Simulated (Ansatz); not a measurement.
# BClH5NSi: what the fields show

```xyz
9

B    -0.4241    1.4904   -0.6576
Si   -0.1831   -0.3964   -0.2172
N     0.0833   -1.0560    1.3195
Cl    0.1394   -1.9908   -1.5089
H    -1.1599    1.6090   -1.6148
H    -0.7747    2.0059    0.3905
H     0.7585    1.7103   -0.9283
H     0.3574   -2.0156    1.5123
H    -0.0078   -0.4854    2.1563
```

The calculation used RKS B3LYP/def2-SVP in Ansatz 0.2.0.

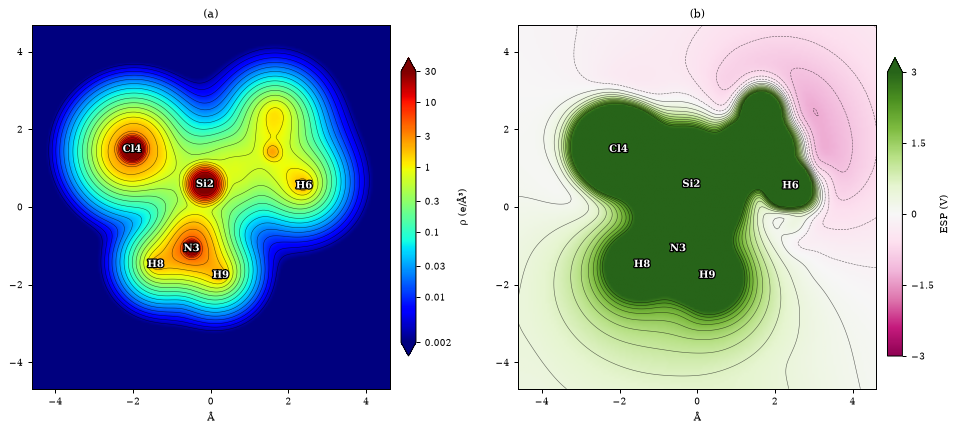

Figure 1. (a) total electron density; (b) molecular electrostatic potential on the plane of atoms H8, N3 and H9.

Interpret the plot.

Answer. The plane passes through Si, N, Cl and H nuclei. Si–N (1.69 Å): ρ at the midpoint is about 1.1 e/Å³. Si–Cl (2.08 Å): ρ at the midpoint is about 0.83 e/Å³. N–H (1.02 Å): the density is about 2.8 e/Å³ at the midpoint. Outside the dense part of the molecule the potential is most negative (−1.3 V) near H5, which lies off the plane.

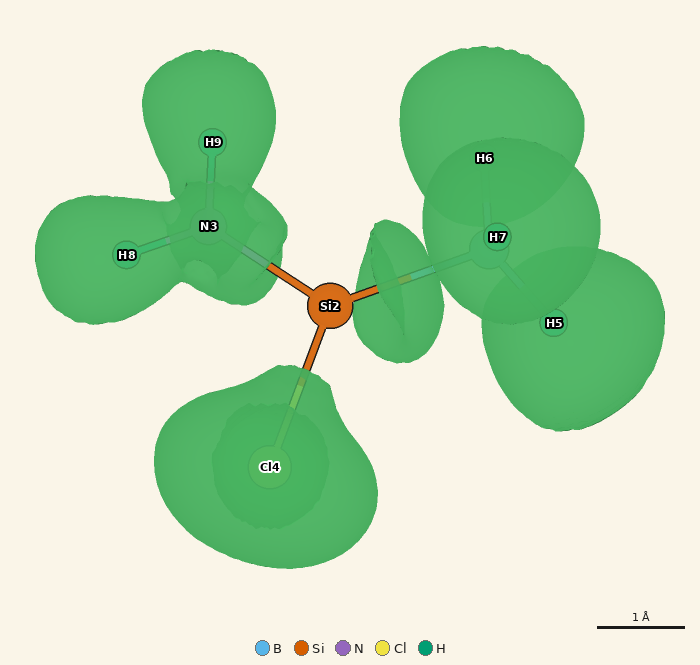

Figure 2. Isosurface of the ELF at 0.75 (green), seen at a tilt. Only the valence region is drawn (cores and ρ < 0.01 e/Å³ removed).

Identify the bonds, lone pairs and shells in this picture.

Answer. The ELF exceeds this value in one region between bonded B–Si atoms (shared pairs), three regions around hydrogen nuclei, one region on Cl in which the atom's valence shell and bonds are merged and one joined region spread over several atoms (H, N), in which their bonds and any lone pairs are merged. Profiles from the grid: Si–N (1.69 Å): the ELF peaks at about 0.90 between the atoms (a polar covalent bond). Si–B (1.95 Å): the ELF peaks at about 0.95 between the atoms: a shared electron pair.

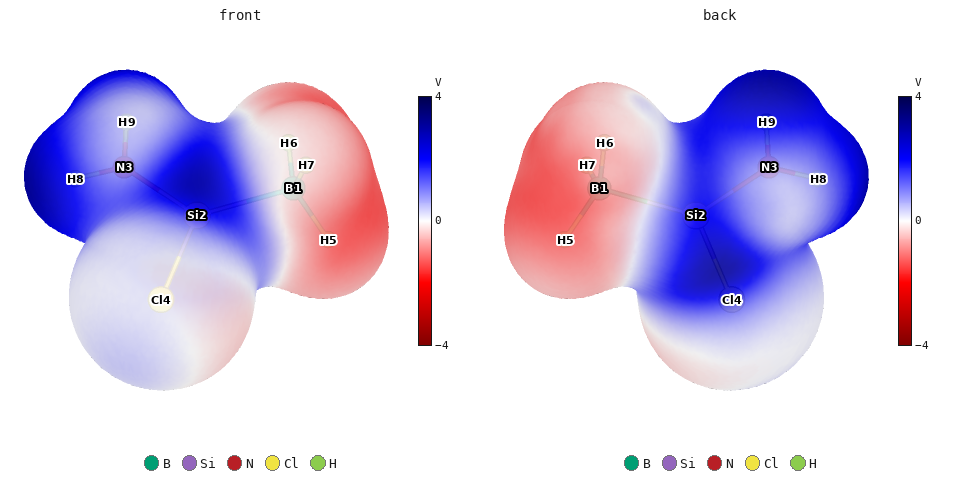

Figure 3. The molecular electrostatic potential painted on the density surface at 0.004 e/bohr³, seen from the front and from behind; the colour scale runs from red (negative) to blue (positive).

Which sites attract a positive test charge, and which a negative one?

Answer. A positive charge is drawn to the negative regions and a negative charge to the positive ones. The most negative region (about −1.4 V) lies over H5, the most positive (about +3.0 V) over Si2, H8 and H9. Cl4 shows a σ-hole: about +0.4 V at the tip opposite its bond, against about 0.0 V on its flanks.
